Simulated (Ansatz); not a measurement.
**One shape, several levels: SiHClO (SMILES O[Si]Cl)**

We compute a comparison of 6 runs (B2PLYP/STO-3G, UPBE/STO-3G, UMP2/STO-3G, BCCD(T)/STO-3G, CCSDTQ/STO-3G, CCSD(T)/STO-3G) of SiHClO. 

The results are computed with Ansatz 0.2.0.

82 further runs of the same task are left out: 1 that didn't finish, 81 set aside as unsound or not needed.

### Step 1. The molecule

SiHClO: 4 atoms, total charge 0, spin state singlet. As SMILES, `O[Si]Cl`. The Si2–O1 distance was set to 2.046 Å, away from the relaxed value.

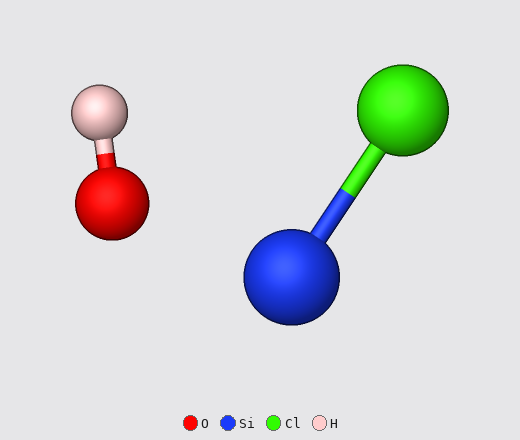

The structure, seen from a chosen angle (oxygen red, silicon blue, chlorine green, hydrogen pink).

### Step 2. The energy at B2PLYP/STO-3G (run 1)

File run.yaml:

```yaml
crystal:
  periodic: [false, false, false]
  atoms:
    - symbol: O
      position_ang: [-1.031204, 0.760185, -0.547633]
    - symbol: Si
      position_ang: [-0.434200, -0.789700, 0.647000]
    - symbol: Cl
      position_ang: [1.662300, -0.701000, 0.421400]
    - symbol: H
      position_ang: [-0.380204, 1.290385, -1.018933]
basis:
  gaussian:
    orbitals: STO-3G
hamiltonian:
  xc: {name: B2PLYP}
correlation:
  frozen_orbitals: {Cl: 5, H: 0, O: 1, Si: 5}
accuracy: high
```

Run with:

```bash
$ ansatz run run.yaml --threads 1 --pin off --max-ram 2610MiB --events-out events.jsonl --progress --plain --runs-dir runs
```

Output:

```text
Warning: RAYON_NUM_THREADS=1 ignored (pool sized by the plan → 1); use --threads N
Functional definition: B2PLYP
  name "B2PLYP"
  parameter a = 0.53
  parameter c = 0.27
  exchange = (1 - a)*b88_x + a*exact_x
  correlation = (1 - c)*lyp_c + c*(mp2_os + mp2_ss)
429 factors; integrals over basis functions are off by at most 3.4e-8 eV
mean field evaluation 1: about -22190.2009 eV, gradient 3.0e1 eV
mean field evaluation 2: about -22190.2295 eV, gradient 3.0e1 eV
mean field evaluation 4: about -22194.5826 eV, gradient 4.2e0 eV
mean field evaluation 8: about -22194.6857 eV, gradient 1.1e-1 eV
mean field evaluation 16: about -22194.6859 eV, gradient 8.3e-7 eV
mean field -22194.68592395 eV, -815.6396636068 hartree, gradient 9.9e-8 eV, S^2 0.000000; 0 other end points of the search recorded, 0 dependent functions left out
11 core orbitals not correlated: weight in the atoms' cores, before any rotation towards them, 1.000 or more for the frozen orbitals, at most 0.000 for the correlated occupied ones
reference -22194.68594141 eV, -815.6396642484 hartree; 9, 9 occupied and 4, 4 virtual orbitals, 429 factors
second order -3.82039438 eV of doubles, -0.00000000 eV of singles
Total energy: -22195.71744789 eV, -815.6775714124 hartree
```

It took 1.6 s on 1 thread of Arm Neoverse V1, shared host; peak memory 0.1 GiB.

### Step 3. A single-point energy at UPBE/STO-3G (run 2)

File in.yaml:

```yaml
crystal:
  periodic: [false, false, false]
  atoms:
    - symbol: O
      position_ang: [-1.031204, 0.760185, -0.547633]
    - symbol: Si
      position_ang: [-0.434200, -0.789700, 0.647000]
    - symbol: Cl
      position_ang: [1.662300, -0.701000, 0.421400]
    - symbol: H
      position_ang: [-0.380204, 1.290385, -1.018933]
basis:
  gaussian: {orbitals: STO-3G}
hamiltonian: {xc: {name: PBE}}
magnetization: {spin_polarized: true, initial_magnetization: 0}
accuracy: high
```

Run with:

```bash
$ ansatz run in.yaml --threads 1 --pin off --max-ram 2610MiB --events-out events.jsonl --progress --plain --runs-dir runs
```

Output:

```text
Warning: RAYON_NUM_THREADS=1 ignored (pool sized by the plan → 1); use --threads N
Functional definition: PBE
  name "PBE"
  parameter kappa = 0.804
  parameter beta = 0.06672455060314922
  exchange = pbe_x(kappa = kappa, mu = beta*pi^2/3)
  correlation = pbe_c(beta = beta)
429 factors; integrals over basis functions are off by at most 3.4e-8 eV
mean field evaluation 1: about -22190.3388 eV, gradient 2.2e1 eV
mean field evaluation 2: about -22098.6924 eV, gradient 9.3e1 eV
mean field evaluation 4: about -22194.7624 eV, gradient 4.1e0 eV
mean field evaluation 8: about -22194.9002 eV, gradient 1.3e-1 eV
mean field evaluation 16: about -22194.9004 eV, gradient 7.6e-7 eV
mean field -22194.90042902 eV, -815.6475465228 hartree, gradient 8.3e-8 eV, S^2 0.000000; 1 other end points of the search recorded, 0 dependent functions left out
reference -22194.90043080 eV, -815.6475465882 hartree; 20, 20 occupied and 4, 4 virtual orbitals, 429 factors
Total energy: -22194.90043080 eV, -815.6475465882 hartree
```

It took 2.1 s on 1 thread of Arm Neoverse V1, shared host; peak memory 0.13 GiB.

Runs 3 to 5 aren't shown in full; the table further down has their settings and results.

### Step 4. The energy at CCSD(T)/STO-3G (run 6)

File input.yaml:

```yaml
crystal:
  periodic: [false, false, false]
  atoms:
    - symbol: O
      position_ang: [-1.031204, 0.760185, -0.547633]
    - symbol: Si
      position_ang: [-0.434200, -0.789700, 0.647000]
    - symbol: Cl
      position_ang: [1.662300, -0.701000, 0.421400]
    - symbol: H
      position_ang: [-0.380204, 1.290385, -1.018933]
basis:
  gaussian:
    orbitals: STO-3G
scf:
  omitted_lower_state_checks: [cluster_reference, increment]
correlation:
  method: ccsd_t
  frozen_orbitals: {Cl: 5, H: 0, O: 1, Si: 5}
accuracy: high
```

Run with:

```bash
$ ansatz run input.yaml --threads 1 --pin off --max-ram 2610MiB --events-out events.jsonl --progress --plain --runs-dir runs
```

Output, cut to the lines that bear on the results:

```text
Warning: RAYON_NUM_THREADS=1 ignored (pool sized by the plan → 1); use --threads N
Functional definition: HF
  name "HF"
[...]
429 factors; integrals over basis functions are off by at most 3.4e-8 eV
[...]
mean field -22165.80803099 eV, -814.5784206147 hartree, gradient 8.1e-9 eV, S^2 0.000000; 0 other end points of the search recorded, 0 dependent functions left out
11 core orbitals not correlated: weight in the atoms' cores, before any rotation towards them, 1.000 or more for the frozen orbitals, at most 0.000 for the correlated occupied ones
reference -22165.80803099 eV, -814.5784206147 hartree; 9, 9 occupied and 4, 4 virtual orbitals, 429 factors
second order -2.29504889 eV of doubles, -0.00000000 eV of singles
cycle   1  -2.57509673 eV  change   -2.8e-1 eV  update   1.3e-1
[...]
cycle  23  -2.97317048 eV  change  -7.4e-10 eV  update  8.4e-10
perturbative correction -0.20370318 eV, -0.0074859536 hartree
Total energy: -22168.98490464 eV, -814.6951685680 hartree
Checks for a lower state left out: cluster_reference, increment
```

It took 0.24 s on 1 thread of Arm Neoverse V1, shared host.

### Step 5. Overview of the runs

| run | level | frozen core orbitals | energy (Eh) | wall time |
| --- | --- | --- | --- | --- |
| 1 | B2PLYP/STO-3G | 11 | -815.677571 | 1.6 s |
| 2 | UPBE/STO-3G | – | -815.647547 | 2.1 s |
| 3 | UMP2/STO-3G | 11 | -814.662762 | 0.42 s |
| 4 | BCCD(T)/STO-3G | 11 | -814.695231 | 0.28 s |
| 5 | CCSDTQ/STO-3G | 11 | -814.698311 | 7.8 s |
| 6 | CCSD(T)/STO-3G | 11 | -814.695169 | 0.24 s |

### Step 6. What came out

| quantity | value |
| --- | --- |
| run 6: total energy | -814.69517 Eh |
| run 6: correlation energy (11 core orbitals frozen) | -116.7 mEh |
| run 6: (T) correction | -7.49 mEh |
| run 6: T1 diagnostic | 0.035 |

**Reading.** Totals of different functionals can't be ranked against each other. In run 6 the T1 diagnostic is large, so a single reference may not serve. In runs 1, 2, 3, 4, 5, 6 the basis is minimal, so the values are rough. All runs together took 12 s, the longest 7.8 s.
